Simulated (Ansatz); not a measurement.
A correction line for r2SCAN-D4/def2-TZVPP: dipole moment

The dipole moment in D of 6 S-containing molecules: x at r2SCAN-D4/def2-TZVPP, y as measured (NIST CCCBDB). Shapes, held fixed at every level: PBE0-D4/def2-TZVP. Programs: Ansatz 0.2.0.

| molecule | x (D) | y (D) |
| --- | --- | --- |
| SF2 (sulfur difluoride) | 0.93 | 1.05 |
| SO2F2 (sulfuryl fluoride) | 1.14 | 1.12 |
| HBS (hydrogen boron sulfide) | 1.38 | ? |
| SO2 (sulfur dioxide) | 1.58 | 1.63 |
| CH4S (methanethiol) | 1.60 | 1.52 |
| SCl2O2 (sulfuryl chloride) | 1.68 | 1.81 |

Task: Fit y = c + s·x to the known rows and predict y for HBS.

Result: 
1. Means of the 5 rows: x = 1.3860, y = 1.426.
2. Σ(Δx)² = 0.43832, Σ(Δx·Δy) = 0.41932, so the slope is 0.41932/0.43832 = 0.95665.
3. Intercept: 1.426 − (0.95665) × 1.3860 = 0.100. The largest residual of the fit is 0.11.
4. HBS: 0.100 + 0.95665 × 1.38 = 1.42 D.

The measured value is 1.30 D, so the prediction is off by +0.12 D, about the largest residual. Uncorrected, r2SCAN-D4/def2-TZVPP misses it by +0.08 D, and the other rows by 0.08 on average. The line makes this one worse. Left out in turn, the other rows are missed by 0.13 D on average, worse than no correction.

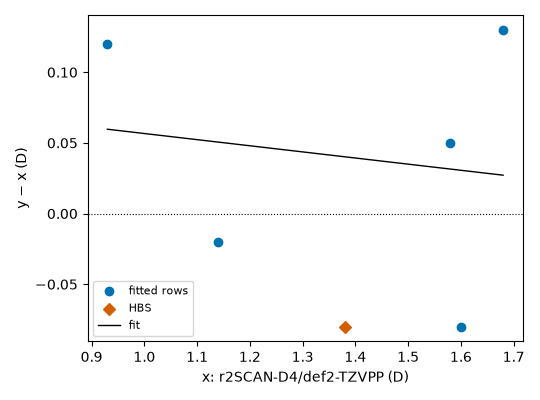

The correction y − x against x, with the fitted line and the withheld molecule.
